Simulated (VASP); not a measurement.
# CdOs with AM05: from relaxation to properties, part 2 of 3

Wanted: the relaxed cell of CdOs and its properties. The cell is invented: it takes the structure of COD entry 1524979, CdPd (space group 123 there), with some of its atoms replaced by other elements, volume scaled by an estimate. It may not be a known or stable phase.

VASP 6.6.1, plane waves and PAW; the level of theory is named at each step.

Still holding for the runs below: The k-mesh is coarse for a metal.

So far. Step 2 (Relaxing cell and atoms (AM05)): It ends with forces that vanish by symmetry and a pressure of -0.05 GPa. The relaxed cell has a = 2.731, c = 4.360 Å (conventional setting).

**3. Second relaxation**

Level of this step: AM05; plane waves and PAW (Os, Cd); invented cell (VASP).

The basis stayed that of the start cell while the cell moved. A rerun from the cell reached resets it; the error of the finite cutoff stays. The mesh changes with the cell too.

INCAR

```
SYSTEM = CdOs
PREC = Accurate
ENCUT = 400
EDIFF = 1E-06
NELM = 100
ISMEAR = 1
SIGMA = 0.2
LREAL = .FALSE.
ALGO = Normal
GGA = AM
LORBIT = 11
LWAVE = .FALSE.
LCHARG = .FALSE.
IBRION = 2
NSW = 60
ISIF = 3
EDIFFG = -0.01
```

POSCAR

```
CdOs
1.0
    2.7305859305      0.0000000000      0.0000000000
    0.0000000000      2.7305859305      0.0000000000
    0.0000000000      0.0000000000      4.3601446286
Os Cd
1 1
Direct
    0.5000000000      0.5000000000      0.5000000000
    0.0000000000      0.0000000000      0.0000000000
```

KPOINTS

```
Automatic mesh
0
Gamma
10 10 6
0 0 0
```

The projector-augmented-wave data sets are Os and Cd (PBE family, release 64).

Command:

```console
$ mpirun -np 1 vasp_std
```

Output:

```text
[banner, memory and clock lines left out]
running    1 mpi-ranks, on    1 nodes
 distrk:  each k-point on    1 cores,    1 groups
 distr:  one band on    1 cores,    1 groups

 POSCAR found type information on POSCAR OsCd
 POSCAR found :  2 types and       2 ions
 [... a notice as in an earlier step ...]

 LDA part: xc-table for (Slater+PW92), standard interpolation
 POSCAR, INCAR and KPOINTS ok, starting setup
 FFT: planning ... GRIDC
 FFT: planning ... GRID_SOFT
 FFT: planning ... GRID
 WAVECAR not read
 entering main loop
       N       E                     dE             d eps       ncg     rms          rms(c)
DAV:   1     0.112731864824E+03    0.11273E+03   -0.93777E+03  2456   0.116E+03
DAV:   2    -0.782012102440E+01   -0.12055E+03   -0.11622E+03  2490   0.352E+02
DAV:   3    -0.118044346836E+02   -0.39843E+01   -0.38549E+01  2904   0.618E+01
DAV:   4    -0.118251132865E+02   -0.20679E-01   -0.20666E-01  2550   0.419E+00
DAV:   5    -0.118252124676E+02   -0.99181E-04   -0.99173E-04  2874   0.271E-01    0.137E+01
DAV:   6    -0.112900989655E+02    0.53511E+00   -0.86967E-01  2742   0.131E+01    0.817E+00
DAV:   7    -0.111732816117E+02    0.11682E+00   -0.33407E-01  2706   0.566E+00    0.217E+00
DAV:   8    -0.111672909443E+02    0.59907E-02   -0.32759E-02  2622   0.245E+00    0.167E-01
DAV:   9    -0.111671754744E+02    0.11547E-03   -0.55805E-04  2604   0.233E-01    0.932E-02
DAV:  10    -0.111671690675E+02    0.64069E-05   -0.71604E-05  2628   0.849E-02    0.428E-02
DAV:  11    -0.111671692133E+02   -0.14576E-06   -0.17376E-05  2532   0.492E-02    0.639E-03
DAV:  12    -0.111671693687E+02   -0.15540E-06   -0.37696E-07  1350   0.601E-03
   1 F= -.11167169E+02 E0= -.11166952E+02  d E =-.111672E+02
 curvature:   0.00 expect dE= 0.000E+00 dE for cont linesearch  0.000E+00
 trial: gam= 0.00000 g(F)=  0.000E+00 g(S)=  0.772E-03 ort = 0.000E+00 (trialstep = 0.100E+01)
 search vector abs. value=  0.772E-03
 bond charge predicted
       N       E                     dE             d eps       ncg     rms          rms(c)
DAV:   1    -0.111733067629E+02   -0.61375E-02   -0.16863E-01  2478   0.505E+00    0.564E-01
DAV:   2    -0.111677665150E+02    0.55402E-02   -0.12412E-02  2568   0.185E+00    0.261E-01
DAV:   3    -0.111671793762E+02    0.58714E-03   -0.14291E-03  2828   0.453E-01    0.144E-01
DAV:   4    -0.111671049008E+02    0.74475E-04   -0.10755E-04  2466   0.107E-01    0.556E-02
DAV:   5    -0.111670945163E+02    0.10385E-04   -0.14341E-05  2586   0.408E-02    0.940E-03
DAV:   6    -0.111670948545E+02   -0.33824E-06   -0.16103E-06  1582   0.168E-02
   2 F= -.11167095E+02 E0= -.11166878E+02  d E =0.745141E-04
[...]
3 F= -.11167346E+02 E0= -.11167128E+02  d E =-.177002E-03
 curvature:  -0.22 expect dE=-0.473E-04 dE for cont linesearch -0.786E-08
 trial: gam= 0.26689 g(F)=  0.297E-66 g(S)=  0.211E-03 ort = 0.521E-05 (trialstep = 0.892E+00)
 search vector abs. value=  0.269E-03
 bond charge predicted
       N       E                     dE             d eps       ncg     rms          rms(c)
DAV:   1    -0.111681503911E+02   -0.80396E-03   -0.37350E-02  2418   0.193E+00    0.163E-01
DAV:   2    -0.111675966902E+02    0.55370E-03   -0.89234E-04  2700   0.459E-01    0.832E-02
DAV:   3    -0.111674638859E+02    0.13280E-03   -0.14955E-04  2574   0.135E-01    0.410E-02
DAV:   4    -0.111674431375E+02    0.20748E-04   -0.24973E-05  2532   0.508E-02    0.126E-02
DAV:   5    -0.111674422921E+02    0.84530E-06   -0.22174E-06  2240   0.163E-02
   4 F= -.11167442E+02 E0= -.11167226E+02  d E =-.959212E-04
 trial-energy change:   -0.000096  1 .order   -0.000098   -0.000190   -0.000006
 step:   0.9218(harm=  0.9218)  dis= 0.00000  next Energy=   -11.167444 (dE=-0.981E-04)
 reached required accuracy - stopping structural energy minimisation
```

Elapsed: 43 s, on 1 MPI rank of Intel Xeon Platinum 8488C (Sapphire Rapids), shared host; peak memory 0.15 GiB.

From OUTCAR (step 3):

```text
  LATTYP: Found a simple tetragonal cell.
 ALAT       =     2.7305859305
 C/A-ratio  =     1.5967798632

The static configuration has the point symmetry D_4h.

 Found     84 irreducible k-points:

   k-points           NKPTS =     84   k-points in BZ     NKDIM =     84   number of bands    NBANDS=     14

   dimension x,y,z NGX =    18 NGY =   18 NGZ =   28
   dimension x,y,z NGXF=    36 NGYF=   36 NGZF=   56

   ENCUT  =  400.0 eV  29.40 Ry    5.42 a.u.   4.45  4.45  7.11*2*pi/ulx,y,z

   NELECT =      20.0000    total number of electrons

 E-fermi :   5.7634

 k-point     1 :       0.0000    0.0000    0.0000
  band No.  band energies     occupation
    ...
      5      -2.6846      2.00000
      6      -2.2654      2.00000
      7       1.5043      2.00000
      8       1.7396      2.00000
      9       4.8568      2.00000
     10       6.1968     -0.00898
     11       6.1968     -0.00898
     12       7.5185     -0.00000
     13      11.0924      0.00000
     14      17.1182      0.00000

 k-point     2 :       0.1000    0.0000    0.0000
  band No.  band energies     occupation
    ...
      5      -2.6664      2.00000
      6      -2.3388      2.00000
      7       1.6260      2.00000
      8       1.9751      2.00000
      9       4.1280      2.00000
     10       6.2072     -0.00739
     11       7.0627     -0.00000
     12       7.2177     -0.00000
     13      11.0170      0.00000
     14      15.6531      0.00000

  Total        0.0051949      0.0051949      0.0053927      0.0000000      0.0000000      0.0000000
  in kB        0.2563824      0.2563824      0.2661419      0.0000000      0.0000000      0.0000000
  external PRESSURE =       0.2596356 kB  Pullay stress =       0.0000000 kB

  energy-cutoff  :      400.00
  volume of cell :       32.46
      direct lattice vectors                 reciprocal lattice vectors
     2.725346213  0.000000000  0.000000000     0.366925859  0.000000000  0.000000000
     0.000000000  2.725346213 -0.000000000     0.000000000  0.366925859  0.000000000
     0.000000000 -0.000000000  4.370784948     0.000000000  0.000000000  0.228791856

 POSITION                                       TOTAL-FORCE (eV/Angst)
 -----------------------------------------------------------------------------------
      1.36267      1.36267      2.18539         0.000000      0.000000      0.000000
      0.00000      2.72535     -0.00000         0.000000     -0.000000      0.000000
 -----------------------------------------------------------------------------------
    total drift:                                0.000000     -0.000000     -0.000000

  FREE ENERGIE OF THE ION-ELECTRON SYSTEM (eV)
  ---------------------------------------------------
  free  energy   TOTEN  =       -11.1674422921 eV

  energy  without entropy=      -11.1667931013  energy(sigma->0) =      -11.16722590

 total charge
# of ion       s       p       d       tot
------------------------------------------
    1        0.602   0.489   5.975   7.066
    2        0.502   0.472   9.511  10.485
--------------------------------------------------
tot          1.104   0.961  15.486  17.552

[... 2 parts as in an earlier step ...]

[... 7 further parts left out ...]
```

Relaxation path:

```tsv
step	energy less that of the first step (eV)	largest force (eV/Å)	pressure (GPa)	volume (Å³)
1	0.0000	0.0000	-0.37	32.51
2	0.0001	0.0000	0.87	32.33
3	-0.0002	0.0000	0.18	32.43
4	-0.0003	0.0000	0.03	32.46
```

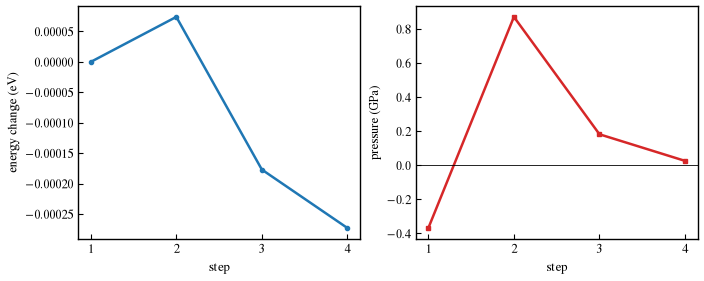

Energy and pressure along the relaxation.

```tsv
conventional cell, symmetrised	before	after	change
a (Å)	2.731	2.725	-0.2 %
b (Å)	2.731	2.725	-0.2 %
c (Å)	4.360	4.371	+0.2 %
volume (Å³/atom)	16.25	16.23	-0.1 %
```

Final coordinates:

```xyz
2
Lattice="2.7253 0.0000 0.0000 0.0000 2.7253 0.0000 0.0000 0.0000 4.3708" Properties=species:S:1:pos:R:3 pbc="T T T"
Os    1.3627    1.3627    2.1854
Cd    0.0000    0.0000    0.0000
```

Numbers from this step:

| Item | Value |
| --- | --- |
| irreducible k-points | 84 |
| free energy (TOTEN) | -11.17 eV |
| energy at zero smearing | -11.17 eV |
| Fermi energy | 5.763 eV |
| pressure | 0.02596 GPa |
| SCF cycles over all ionic steps | 29 |

It ends with forces that vanish by symmetry and a pressure of 0.03 GPa. The volume moved by only 0.14 %, so the volume is settled.

**4. Single point with fields (AM05)**

A single point on the relaxed cell gives a clean self-consistent state, with density, ELF and potential written out.

Changes to INCAR since step 3:

```diff
@@ -12,6 +12,5 @@
 LWAVE = .FALSE.
-LCHARG = .FALSE.
-IBRION = 2
-NSW = 60
-ISIF = 3
-EDIFFG = -0.01
+LCHARG = .TRUE.
+ISIF = 2
+LELF = .TRUE.
+LVHAR = .TRUE.
```

POSCAR

```
CdOs
1.0
    2.7253462133      0.0000000000      0.0000000000
    0.0000000000      2.7253462133      0.0000000000
    0.0000000000      0.0000000000      4.3707849482
Os Cd
1 1
Direct
    0.5000000000      0.5000000000      0.5000000000
    0.0000000000      0.0000000000      0.0000000000
```

KPOINTS is that of step 3.

Command:

```console
$ mpirun -np 1 vasp_std
```

Output:

```text
[... set-up lines as in an earlier step ...]
 entering main loop
       N       E                     dE             d eps       ncg     rms          rms(c)
DAV:   1     0.115127899905E+03    0.11513E+03   -0.94797E+03  2464   0.116E+03
DAV:   2    -0.775230898895E+01   -0.12288E+03   -0.11862E+03  2544   0.352E+02
DAV:   3    -0.118031511911E+02   -0.40508E+01   -0.39062E+01  2814   0.623E+01
DAV:   4    -0.118273927156E+02   -0.24242E-01   -0.24258E-01  2646   0.443E+00
DAV:   5    -0.118274799009E+02   -0.87185E-04   -0.87180E-04  2844   0.261E-01    0.137E+01
DAV:   6    -0.112910149409E+02    0.53646E+00   -0.86818E-01  2718   0.131E+01    0.822E+00
DAV:   7    -0.111733647610E+02    0.11765E+00   -0.34028E-01  2724   0.566E+00    0.215E+00
DAV:   8    -0.111673434463E+02    0.60213E-02   -0.32821E-02  2658   0.242E+00    0.167E-01
DAV:   9    -0.111672146932E+02    0.12875E-03   -0.57724E-04  2556   0.227E-01    0.989E-02
DAV:  10    -0.111672068544E+02    0.78389E-05   -0.81282E-05  2682   0.948E-02    0.430E-02
DAV:  11    -0.111672067181E+02    0.13629E-06   -0.19509E-05  2526   0.510E-02    0.592E-03
DAV:  12    -0.111672068990E+02   -0.18090E-06   -0.44599E-07  1386   0.666E-03
   1 F= -.11167207E+02 E0= -.11166991E+02  d E =-.648857E-03
```

It took 21 s on 1 MPI rank; peak memory 0.15 GiB.

Parts of OUTCAR (step 4):

```text
  LATTYP: Found a simple tetragonal cell.
 ALAT       =     2.7253462133
 C/A-ratio  =     1.6037540210

The static configuration has the point symmetry D_4h.

 Found     84 irreducible k-points:

   dimension x,y,z NGX =    18 NGY =   18 NGZ =   30
   dimension x,y,z NGXF=    36 NGYF=   36 NGZF=   60

   ENCUT  =  400.0 eV  29.40 Ry    5.42 a.u.   4.44  4.44  7.13*2*pi/ulx,y,z

   NELECT =      20.0000    total number of electrons

 E-fermi :   5.7633

 k-point     1 :       0.0000    0.0000    0.0000
  band No.  band energies     occupation
    ...
      5      -2.6842      2.00000
      6      -2.2650      2.00000
      7       1.5042      2.00000
      8       1.7396      2.00000
      9       4.8568      2.00000
     10       6.1967     -0.00898
     11       6.1967     -0.00898
     12       7.5183     -0.00000
     13      11.0923      0.00000
     14      17.1182      0.00000

 k-point     2 :       0.1000    0.0000    0.0000
  band No.  band energies     occupation
    ...
      5      -2.6660      2.00000
      6      -2.3384      2.00000
      7       1.6259      2.00000
      8       1.9751      2.00000
      9       4.1279      2.00000
     10       6.2071     -0.00740
     11       7.0626     -0.00000
     12       7.2175     -0.00000
     13      11.0169      0.00000
     14      15.6530      0.00000

  Total       -0.0007749     -0.0007749      0.0012872      0.0000000      0.0000000      0.0000000
  in kB       -0.0382455     -0.0382455      0.0635281      0.0000000      0.0000000      0.0000000
  external PRESSURE =      -0.0043210 kB  Pullay stress =       0.0000000 kB

  energy-cutoff  :      400.00
  volume of cell :       32.46
      direct lattice vectors                 reciprocal lattice vectors
     2.725346213  0.000000000  0.000000000     0.366925859  0.000000000  0.000000000
     0.000000000  2.725346213  0.000000000     0.000000000  0.366925859  0.000000000
     0.000000000  0.000000000  4.370784948     0.000000000  0.000000000  0.228791856

 POSITION                                       TOTAL-FORCE (eV/Angst)
 -----------------------------------------------------------------------------------
      1.36267      1.36267      2.18539         0.000000      0.000000      0.000000
      0.00000      0.00000      0.00000         0.000000      0.000000      0.000000
 -----------------------------------------------------------------------------------
    total drift:                                0.000000     -0.000000     -0.000000

  FREE ENERGIE OF THE ION-ELECTRON SYSTEM (eV)
  ---------------------------------------------------
  free  energy   TOTEN  =       -11.1672068990 eV

  energy  without entropy=      -11.1665580421  energy(sigma->0) =      -11.16699061

[... 5 parts as in an earlier step ...]

[... 5 further parts left out ...]
```

Numbers from this step:

| Quantity | Value |
| --- | --- |
| SCF cycles | 12 |
| pressure | -4.32e-4 GPa |

Valence electrons inside each PAW sphere by angular momentum. Sphere charges, by row:

```tsv
atom	s (e)	p (e)	d (e)	tot (e)
Os1	0.602	0.489	5.975	7.066
Cd2	0.502	0.472	9.511	10.48
```

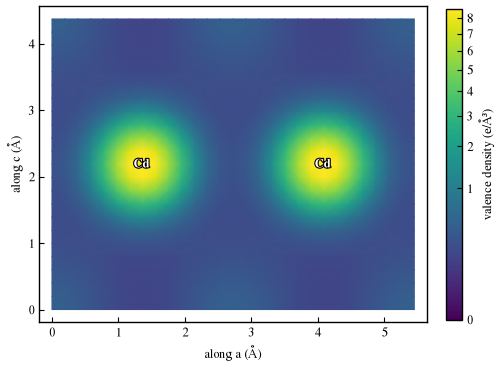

Valence density in the ac plane at fractional y = 0.000, with atoms of Cd within 0.2 Å of it. It is the smooth field of the valence electrons, not physical close to the nuclei. The map starts off the cell's origin, so that atoms lie inside it. The colour scale is stretched toward low values.

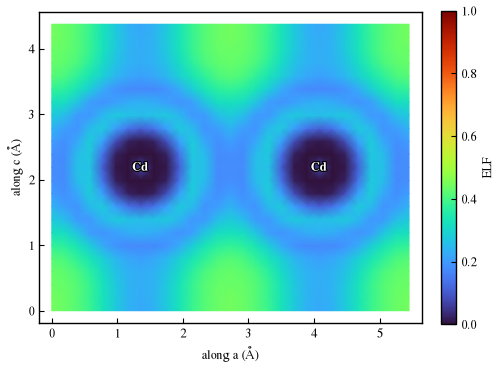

ELF in the ac plane at fractional y = 0.000, with atoms of Cd within 0.2 Å of it. It is the smooth field of the valence electrons, not physical close to the nuclei. The map starts off the cell's origin, so that atoms lie inside it.

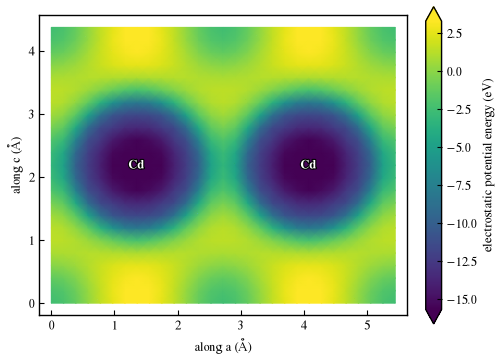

Electrostatic potential energy in the ac plane at fractional y = 0.000, with atoms of Cd within 0.2 Å of it. With pseudopotentials it is smooth inside the atoms' cores, unlike the true potential. The map starts off the cell's origin, so that atoms lie inside it.

In this run the pressure is 0.00 GPa, small enough to go on.

**5. Bands along the symmetry lines (AM05)**

Levels along the symmetry lines show where the bands peak and cross; KPOINTS_OPT computes them in the converged potential.

Changes to INCAR since step 4:

```diff
@@ -12,5 +12,2 @@
 LWAVE = .FALSE.
-LCHARG = .TRUE.
-ISIF = 2
-LELF = .TRUE.
-LVHAR = .TRUE.
+LCHARG = .FALSE.
```

POSCAR is that of step 4.

KPOINTS is that of step 4.

KPOINTS_OPT

```
Line mode
16
Line-mode
Reciprocal
  0.00000000   0.00000000   0.00000000 GAMMA
  0.00000000   0.50000000   0.00000000 X

  0.00000000   0.50000000   0.00000000 X
  0.50000000   0.50000000   0.00000000 M

  0.50000000   0.50000000   0.00000000 M
  0.00000000   0.00000000   0.00000000 GAMMA

  0.00000000   0.00000000   0.00000000 GAMMA
  0.00000000   0.00000000   0.50000000 Z

  0.00000000   0.00000000   0.50000000 Z
  0.00000000   0.50000000   0.50000000 R

  0.00000000   0.50000000   0.50000000 R
  0.50000000   0.50000000   0.50000000 A

  0.50000000   0.50000000   0.50000000 A
  0.00000000   0.00000000   0.50000000 Z

  0.00000000   0.50000000   0.00000000 X
  0.00000000   0.50000000   0.50000000 R

  0.50000000   0.50000000   0.00000000 M
  0.50000000   0.50000000   0.50000000 A
```

Command:

```console
$ mpirun -np 1 vasp_std
```

Output:

```text
[... set-up lines as in an earlier step ...]
 entering main loop
       N       E                     dE             d eps       ncg     rms          rms(c)
[... 12 cycles as in an earlier step ...]
   1 F= -.11167207E+02 E0= -.11166991E+02  d E =-.648857E-03
 Start KPOINTS_OPT (optional k-point list driver)
k-point batch [1-84\144]
       N       E                     dE             ncg
DAV:   1     0.100645909738E+05   -0.28147E+05     2512
DAV:   2    -0.332548851993E+03   -0.10397E+05     2556
DAV:   3    -0.650213099833E+03   -0.31766E+03     2802
DAV:   4    -0.651921019047E+03   -0.17079E+01     2616
DAV:   5    -0.651934468243E+03   -0.13449E-01     2868
DAV:   6    -0.651934653648E+03   -0.18541E-03     2680
DAV:   7    -0.651934657768E+03   -0.41192E-05     2230
DAV:   8    -0.651934657967E+03   -0.19891E-06     1778
k-point batch [85-144\144]
       N       E                     dE             ncg
DAV:   1     0.188893268493E+05   -0.37511E+05     1760
DAV:   2     0.119007866963E+05   -0.69885E+04     1758
DAV:   3     0.116276934011E+05   -0.27309E+03     2166
DAV:   4     0.116260156791E+05   -0.16777E+01     1728
DAV:   5     0.116260025241E+05   -0.13155E-01     2100
DAV:   6     0.116260024161E+05   -0.10806E-03     1848
DAV:   7     0.116260024141E+05   -0.19259E-05     1630
DAV:   8     0.116260024140E+05   -0.10376E-06     1158
```

The job ended after 40 s (1 MPI rank; peak memory 0.18 GiB).

OUTCAR, selected parts (step 5):

```text
   NELECT =      20.0000    total number of electrons

 E-fermi :   5.7633

[... 20 parts as in an earlier step ...]

[... 2 further parts left out ...]
```

Spin-orbit coupling is off here; with elements this heavy it splits and shifts levels by tenths of an eV or more.

Electronic bands along the path, in eV, zero at the Fermi level; # counts the bands kept:

```tsv
point	#5	#6	#7	#8	#9	#10
Γ	-4.26	-4.02	-0.91	0.43	0.43	1.76
X	-4.27	-3.44	-2.52	-0.69	0.54	3.98
M	-1.81	-1.81	-0.45	1.05	1.05	3.62
Γ	-4.26	-4.02	-0.91	0.43	0.43	1.76
Z	-7.21	-4.38	-2.65	-0.05	-0.05	1.73
R	-3.94	-2.31	-0.95	-0.48	-0.41	0.67
A	-3.73	-3.73	-0.59	3.62	5.06	5.86
Z	-7.21	-4.38	-2.65	-0.05	-0.05	1.73
jump to X	-4.27	-3.44	-2.52	-0.69	0.54	3.98
R	-3.94	-2.31	-0.95	-0.48	-0.41	0.67
jump to M	-1.81	-1.81	-0.45	1.05	1.05	3.62
A	-3.73	-3.73	-0.59	3.62	5.06	5.86
```

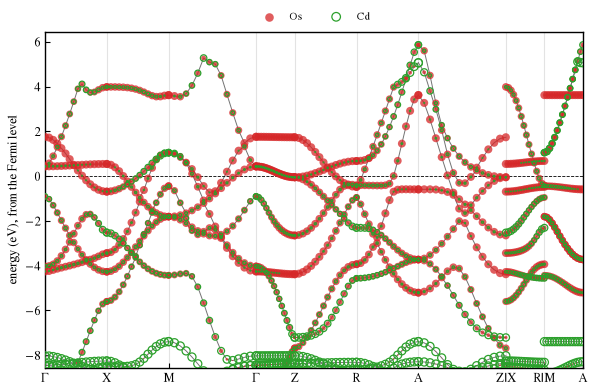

Electronic bands along the path; dots are coloured as in the legend, and their area grows with the weight.

There is no gap at this level.

(Continued in part 3 of 3.)

[Lines on the potential files, build, host, timing and source positions are cut from VASP's logs without a mark.]

[Logs are printed without paths, hosts, clocks, repeated set-up lines and the standing remarks that a program may print on its own settings, such as how far it seeks lower states.]

[Hosts, paths, dates, database ids (printed as entryN), source tags and the programs' standing remarks are cut or masked in the printed files.]

[A measured line is paired with the nearest computed mode of its activity, which favours agreement.]

[In band tables of VASP the shares of atoms and orbitals are scaled to a sum of 1 inside the atoms' spheres.]
